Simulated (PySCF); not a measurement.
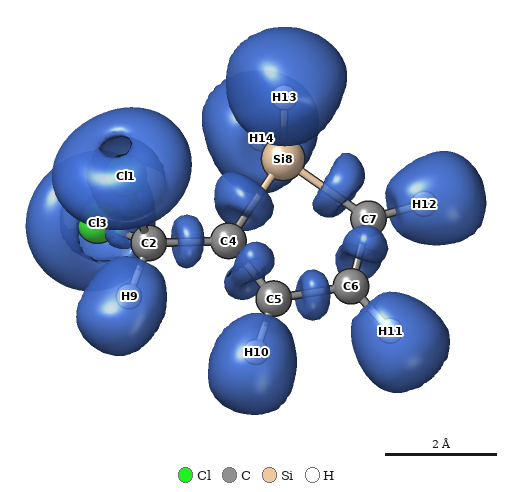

*C5H6Cl2Si (SMILES ClC(Cl)C1=CC=C[SiH2]1). Isosurface of the ELF at 0.8 (blue), seen at a tilt. Only the valence region is drawn (cores and ρ < 0.01 e/Å³ removed).*

Geometry: GFN2-xTB.

Method: PySCF, CAM-B3LYP/def2-SVPD, SCF density, gas phase.

```xyz
14

Cl    2.6435    0.6484   -1.4949
C     2.0285   -0.2231   -0.0596
Cl    2.7208    0.5445    1.3993
C     0.5608   -0.1568   -0.0196
C    -0.2319   -1.2384   -0.0449
C    -1.6613   -0.9789   -0.0011
C    -2.0305    0.3065    0.0584
Si   -0.5023    1.4151    0.0695
H     2.4290   -1.2391   -0.1067
H     0.1338   -2.2548   -0.0945
H    -2.3495   -1.8118   -0.0191
H    -3.0642    0.6050    0.0938
H    -0.3655    2.2429   -1.1253
H    -0.3119    2.1399    1.3224
```

### Where are the electrons localised?

The ELF exceeds this value in four regions between bonded C–C atoms (shared pairs), two regions between bonded C–Cl atoms (shared pairs), two regions between bonded C–Si atoms (shared pairs), six regions around hydrogen nuclei and two rings or bowls of non-bonding electrons around Cl. Along the contacts the grid gives the following. C–C (1.34 Å): the ELF peaks at about 0.95 between the atoms; a short, multiple covalent bond. C–Cl (1.79 Å): the ELF peaks at about 0.90 between the atoms, as expected for a shared electron pair.
